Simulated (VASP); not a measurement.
Band structure of EuO (rock salt). Calculation: optB86b-vdW, VASP's PBE PAW potentials (set 64) (plane waves; VASP).

The 4f electrons are frozen in the core of the lanthanide potential, so 4f levels, which can set the real gap, and their magnetism are missing.

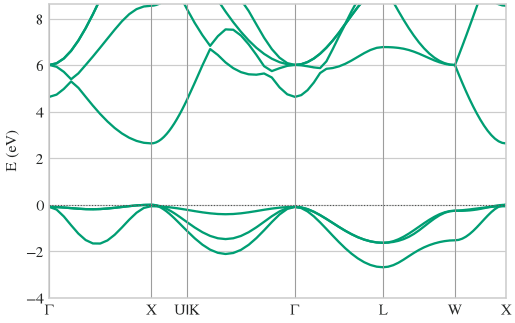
Figure. Bands along high-symmetry lines, zero at the valence-band maximum or, without a gap, the Fermi level

Read the plot: is there a gap, and where are the band edges?

The gap is direct, 2.64 eV, from the valence maximum at X to the conduction minimum at X. (Edges off the drawn lines would not show.)

The compound is EuO in the rock salt structure. It was relaxed first, which changed the volume by -12 %.
